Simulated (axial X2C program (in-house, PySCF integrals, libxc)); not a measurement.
**Run report: MoAl, relativistic diatomic calculation**

- system: MoAl, single determinant with Ω = 7/2 (not the lowest found). The distance is the PBE0 minimum at charge 0.
- method: expectation values, HF and Kohn-Sham, two-component X2C with atomic mean-field Coulomb and Gaunt terms, Mo dyall-cv3z, Al dyall-v3z (cores contracted) (axial X2C program (in-house, PySCF integrals, libxc))

Output:
```
two-component X2C + atomic mean field  PBE0
basis functions 203  fitting functions 990  grid points 5080
iter        total energy     max residual
   1      -4289.189755818     6.87e-06
   2      -4289.189755820     1.17e-05
   3      -4289.189755824     3.13e-06
   4      -4289.189755824     2.19e-06
converged
one-electron -6128.30990378  Coulomb 1878.88881205  exact exchange -35.18103089  xc functional -107.84129041  nuclear repulsion 105.18047221  atomic mean-field constant -1.92681501
```

Expectation values by level of theory:

```tsv
quantity	PBE0	HF	TPSSh	BP86	PBE50
effective field for an electron dipole moment (GV/cm)	0.630	1.33	0.586	0.175	1.05
field gradient at the first nucleus (a.u.)	0.0520	−0.0778	0.0415	0.0850	−0.00323
field gradient at the second nucleus (a.u.)	−0.0280	−0.0150	−0.0718	−0.0783	−0.0203
A∥/gI, first nucleus (MHz)	506	335	495	568	462
A∥/gI, second nucleus (MHz)	53.9	44.2	50.3	49.4	54.0
```

Each column comes from one determinant with 3 or more unpaired spinors, which can mix states, in a basis with contracted cores. The levels disagree widely: the effective field runs from 0.175 to 1.33 GV/cm and the field gradient at the first nucleus runs from −0.0778 to 0.0850 a.u. They may not all have settled in the same state, and these values aren't reliable properties of the molecule.

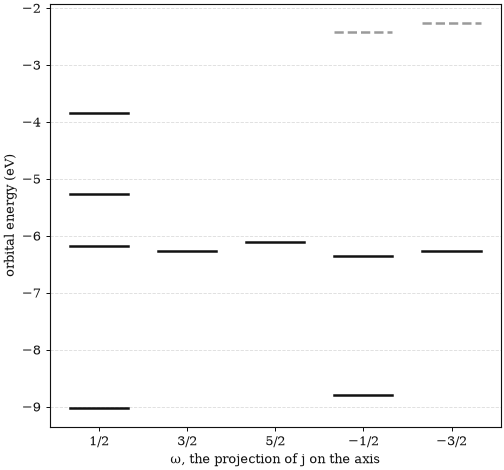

*Orbital energies (PBE0) near the frontier at 2.75 Å, filled (solid) and empty (dashed).*

The highest filled spinor (1/2; 66 % Al p, 22 % Mo d) lies at −3.85 eV, the lowest empty one (−1/2; 62 % Al p, 24 % Mo s) at −2.41 eV.

The input:
```
{"zs": [42, 13], "q": 0, "bas": ["dyall-cv3z", "dyall-v3z"], "r0": 2.64, "levels": ["PBE0", "HF", "TPSSh", "BP86", "PBE50"], "nst": 3}
```

The line is the task of a batch: nuclear charges, charge, bases, the levels to run, a first guess of the distance and further settings. This report covers the levels named above. The log is that of the reference distance, started from orbitals converged before.

The run was one of a batch that the task file lists, launched with:
```bash
python <driver script> task.json out
```

Summary:

```tsv
quantity	value
outcome	converged; the levels of theory disagree widely
hardware	1 thread of Arm Neoverse N1, 54 GiB of memory available, shared host
wall time	7.5 s
peak memory	0.36 GiB
```
